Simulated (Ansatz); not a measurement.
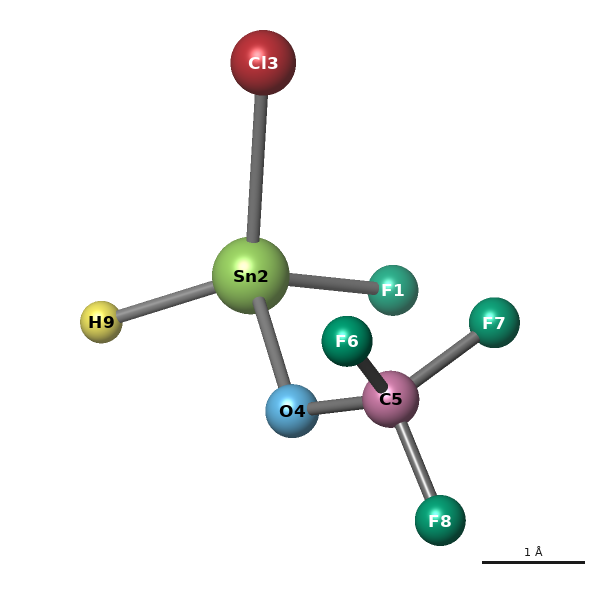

The view is orthographic, and the bar gives the scale. Computed geometry: PBE0-D4/def2-TZVP optimisation. No frequency run is at hand to confirm it as a minimum.

Write Cartesian coordinates in Å in the frame of the picture: x to the right, y up, z towards the viewer, origin at the mean of the atomic positions.

```xyz
9
CHClF4OSn
F    0.62   0.36  -2.43
Sn  -0.78   0.51  -1.16
Cl  -0.66   2.61  -0.27
O   -0.38  -0.83   0.22
C    0.60  -0.71   1.12
F    0.17  -0.14   2.25
F    1.62   0.04   0.67
F    1.08  -1.90   1.44
H   -2.26   0.05  -1.84
```
